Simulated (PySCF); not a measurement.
Ga(H)(OH)2(HOMe), CH7GaO3, singlet at its CAM-B3LYP/def2-SVP optimised geometry (Å):

```
12

Ga     0.0372     0.2455     0.0000
H      1.5886     0.2455     0.0000
O     -0.9751    -1.0960    -0.6488
H     -0.5002    -1.8666    -0.9761
O     -0.9330     1.7921     0.0000
H     -1.5886     1.8666    -0.7015
C     -1.4258    -0.8384     2.4899
O     -0.6467     0.2416     1.9823
H     -2.1230    -0.4728     3.2573
H     -0.7350    -1.5518     2.9576
H     -1.9691    -1.3418     1.6767
H     -1.2039     1.0102     1.7228
```

Level of theory: CAM-B3LYP/def2-TZVP run with PySCF.

Map of the electron localisation function on the plane z = 0.8 Å:

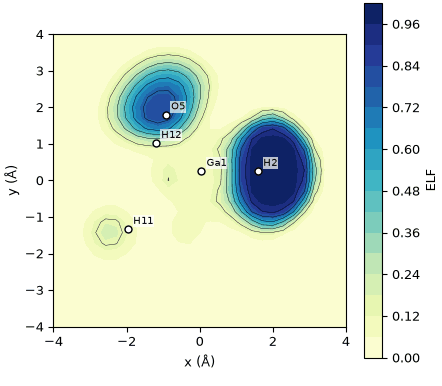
Electron localisation function on the plane z = 0.8 Å.
